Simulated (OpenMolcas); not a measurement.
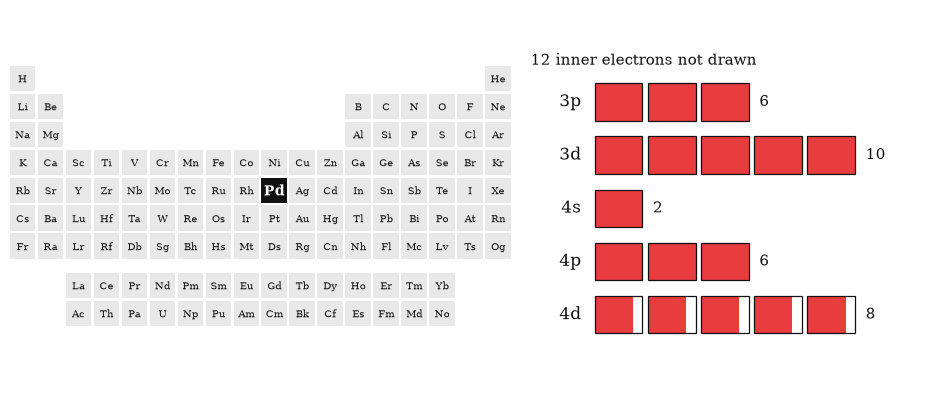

*Left, the place of palladium in the periodic table; right, the outer shells of the leading configuration of the lowest level: a box for each of the 2l + 1 orbitals, shaded by the share of the shell that is filled, with the electron count at the right.*

## Multiconfigurational calculation for Pd²⁺ complex

System: Pd²⁺ with 6 ligands (OH; octahedron, 2.27 Å), neutralised by 6 outer point charges of +0.67 e, whose field is part of the energies.
Method: state-averaged SS-CASPT2, IPEA shift 0.25, imaginary shift 0.1 hartree, closed shells 4s 4p of the metal and the valence shells of the ligands correlated, active space 8 electrons in the shell 4d, basis ANO-RCC-VTZP on the metal and ANO-RCC-VDZP on the ligands, DKH2 scalar Hamiltonian, spin-orbit coupling by RASSI with atomic mean-field integrals (OpenMolcas).

## Results in brief

```tsv
quantity	value
outcome	converged
energy of the lowest spin-free term	−5497.56868 hartree
energy of the lowest spin-orbit level	−5497.57083 hartree
CASPT2 correlation energy	−1.9602 hartree
largest spread among components of a term	107.6 cm⁻¹
lowest reference weight	0.638
hardware	1 thread of Arm Neoverse V2, 24 GiB of memory available, shared host
wall time	2.6 min
peak memory	0.4 GiB
```

## Notes

The components of ¹ (unassigned), which symmetry makes degenerate, are split by 108 cm⁻¹ in CASPT2, and those of 1 more by over 50 cm⁻¹. This is an artefact; the levels of such states rest on averages and are uncertain by about as much. Limits: distances are set from ionic radii, not optimised.

## The input
```
&GATEWAY
Coord
13

Pd 0.0 0.0 0.0
O 2.270000 0.000000 0.000000
H 2.679940 0.879119 0.000000
O 0.000000 2.270000 0.000000
H 0.000000 2.679940 0.879119
O -2.270000 0.000000 0.000000
H -2.679940 -0.879119 0.000000
O 0.000000 -2.270000 0.000000
H 0.000000 -2.679940 -0.879119
O 0.000000 0.000000 2.270000
H 0.879119 0.000000 2.679940
O 0.000000 0.000000 -2.270000
H -0.879119 0.000000 -2.679940
Basis=Pd.ANO-RCC-VTZP,H.ANO-RCC-VDZP,O.ANO-RCC-VDZP
Group=XYZ
NoMove
AngMom=0.0 0.0 0.0
AMFI
RICD
XField
3 Angstrom 0
6.070000 0.000000 0.000000 0.666667
0.000000 6.070000 0.000000 0.666667
0.000000 0.000000 6.070000 0.666667
&SEWARD
&RASSCF
FileOrb=start.orb
Symmetry=1
Spin=3
nActEl=8 0 0
Inactive=24 24
Ras2=5 0
CIRoot=10 10 1
SDav=10
CIMx=300
Iter=150 100
PrWF=0.3
OrbListing=Nothing
MaxOrb=0
LevShft=1.0
>>> COPY $Project.JobIph JOB001
&RASSCF
FileOrb=start.orb
Symmetry=1
Spin=1
nActEl=8 0 0
Inactive=24 24
Ras2=5 0
CIRoot=15 15 1
SDav=15
CIMx=300
Iter=150 100
PrWF=0.3
OrbListing=Nothing
MaxOrb=0
LevShft=1.0
>>> COPY $Project.JobIph JOB002
&RASSI
NrOfJobIphs=2 10 15
1 2 3 4 5 6 7 8 9 10
1 2 3 4 5 6 7 8 9 10 11 12 13 14 15
IphNames
JOB001
JOB002
EJob
SpinOrbit
DIPRint=1.0
SOCoupling=1000.0
Subsets=2
Property=9
'ANGMOM' 1 'ANGMOM' 2 'ANGMOM' 3 'MLTPL  1' 1 'MLTPL  1' 2 'MLTPL  1' 3
'AMFI' 1 'AMFI' 2 'AMFI' 3
SOProperty=3
'ANGMOM' 1 'ANGMOM' 2 'ANGMOM' 3
>>> COPY JOB001 $Project.JobIph
&CASPT2
Multistate=10 1 2 3 4 5 6 7 8 9 10
NoMult
Frozen=11 9
IPEA=0.25
Imaginary=0.1
MaxIter=60
WThr=0.0 0.3 0.05
PrWF=0.5
NoMix
>>> COPY JOB002 $Project.JobIph
&CASPT2
Multistate=15 1 2 3 4 5 6 7 8 9 10 11 12 13 14 15
NoMult
Frozen=11 9
IPEA=0.25
Imaginary=0.1
MaxIter=60
WThr=0.0 0.3 0.05
PrWF=0.5
NoMix
```

The file start.orb holds starting orbitals from an earlier step. A driver script formed the levels outside the program, from RASSI's spin-orbit matrix and the CASPT2 energies (for multi-state variants, the effective Hamiltonian), averaged over the components of each term or state. The log and the time are those of the CASPT2 step.

Run as:
```bash
OMP_NUM_THREADS=1 MOLCAS_MEM=2457 MOLCAS_PROJECT=a pymolcas a.inp > a.log  # once for each step of the input, in one work folder
```

## Output (extracts)
```
--- CASPT2 ---
Orbital specifications:
      -----------------------

      Symmetry species                           1   2
                                                ag  au
      Frozen orbitals                           11   9
      Inactive orbitals                         13  15
      Active orbitals                            5   0
      Secondary orbitals                        64  65
      Deleted orbitals                           0   0
      Number of basis functions                 93  89
Type of calculation                        SS-CASPT2
      Fock operator                              state-specific
      IPEA shift                                 0.25
      Real shift                                 0.00
      Imaginary shift                            0.10
      The input orbitals will be transformed to quasi-canonical
Reference energy:       -5495.6085074799
      E2 (Non-variational):      -1.9581960572
      Shift correction:          -0.0019793317
      E2 (Variational):          -1.9601753889
      Total energy:           -5497.5686828688
      Residual norm:              0.0000006801
      Reference weight:           0.64692
      Contributions to the CASPT2 correlation energy
      Active & Virtual Only:         -0.2118862553
      One Inactive Excited:          -0.3047564976
      Two Inactive Excited:          -1.4415533043
Reference energy:       -5495.5648342300
      E2 (Non-variational):      -1.9530469589
      Shift correction:          -0.0019922468
      E2 (Variational):          -1.9550392057
      Total energy:           -5497.5198734357
      Residual norm:              0.0000003484
      Reference weight:           0.64728
      Contributions to the CASPT2 correlation energy
      Active & Virtual Only:         -0.2105155301
      One Inactive Excited:          -0.3082398743
      Two Inactive Excited:          -1.4342915545
::    CASPT2 Root  1     Total energy:  -5497.56868287
::    CASPT2 Root  2     Total energy:  -5497.51987344
::    CASPT2 Root  3     Total energy:  -5497.51978542
::    CASPT2 Root  4     Total energy:  -5497.51975003
::    CASPT2 Root  5     Total energy:  -5497.49077565
::    CASPT2 Root  6     Total energy:  -5497.48805920
::    CASPT2 Root  7     Total energy:  -5497.48810129
::    CASPT2 Root  8     Total energy:  -5497.45180934
::    CASPT2 Root  9     Total energy:  -5497.45191062
::    CASPT2 Root 10     Total energy:  -5497.44541677
--- CASPT2 ---
Orbital specifications:
      -----------------------

      Symmetry species                           1   2
                                                ag  au
      Frozen orbitals                           11   9
      Inactive orbitals                         13  15
      Active orbitals                            5   0
      Secondary orbitals                        64  65
      Deleted orbitals                           0   0
      Number of basis functions                 93  89
Type of calculation                        SS-CASPT2
      Fock operator                              state-specific
      IPEA shift                                 0.25
      Real shift                                 0.00
      Imaginary shift                            0.10
      The input orbitals will be transformed to quasi-canonical
Reference energy:       -5495.5479727886
      E2 (Non-variational):      -1.9802951073
      Shift correction:          -0.0021022718
      E2 (Variational):          -1.9823973790
      Total energy:           -5497.5303701677
      Residual norm:              0.0000001631
      Reference weight:           0.64188
      Contributions to the CASPT2 correlation energy
      Active & Virtual Only:         -0.2164826457
      One Inactive Excited:          -0.3174751084
      Two Inactive Excited:          -1.4463373531
Reference energy:       -5495.5479727886
      E2 (Non-variational):      -1.9803026555
      Shift correction:          -0.0021020298
      E2 (Variational):          -1.9824046853
      Total energy:           -5497.5303774739
      Residual norm:              0.0000001731
      Reference weight:           0.64187
      Contributions to the CASPT2 correlation energy
      Active & Virtual Only:         -0.2165250986
      One Inactive Excited:          -0.3174423487
      Two Inactive Excited:          -1.4463352081
::    CASPT2 Root  1     Total energy:  -5497.53037017
::    CASPT2 Root  2     Total energy:  -5497.53037747
::    CASPT2 Root  3     Total energy:  -5497.49713638
::    CASPT2 Root  4     Total energy:  -5497.47792319
::    CASPT2 Root  5     Total energy:  -5497.47841326
::    CASPT2 Root  6     Total energy:  -5497.47771374
::    CASPT2 Root  7     Total energy:  -5497.46264207
::    CASPT2 Root  8     Total energy:  -5497.46234654
::    CASPT2 Root  9     Total energy:  -5497.46310287
::    CASPT2 Root 10     Total energy:  -5497.40875151
::    CASPT2 Root 11     Total energy:  -5497.40874620
::    CASPT2 Root 12     Total energy:  -5497.40921626
::    CASPT2 Root 13     Total energy:  -5497.40672768
::    CASPT2 Root 14     Total energy:  -5497.40673826
::    CASPT2 Root 15     Total energy:  -5497.33309809
```

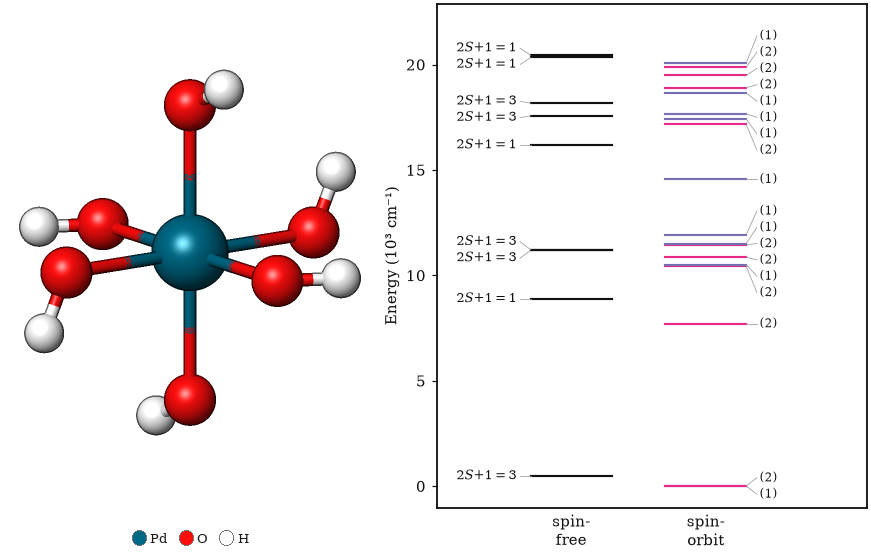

*Pd²⁺ (4d⁸) with 6 ligands, OH⁻, at 2.27 Å (arrangement: octahedron, Ci), neutralised by outer point charges of +0.67 e, and its levels. Labels give the representation in O, Td, D4 or D3 as the site allows (double group for half-integer spin) where it could be assigned and, in brackets, the degeneracy; spin-free states, where drawn, share the zero of the spin-orbit levels.*

The ground level is non-degenerate, 100 % from states of spin multiplicity 3. The next level lies at 8.6 cm⁻¹.
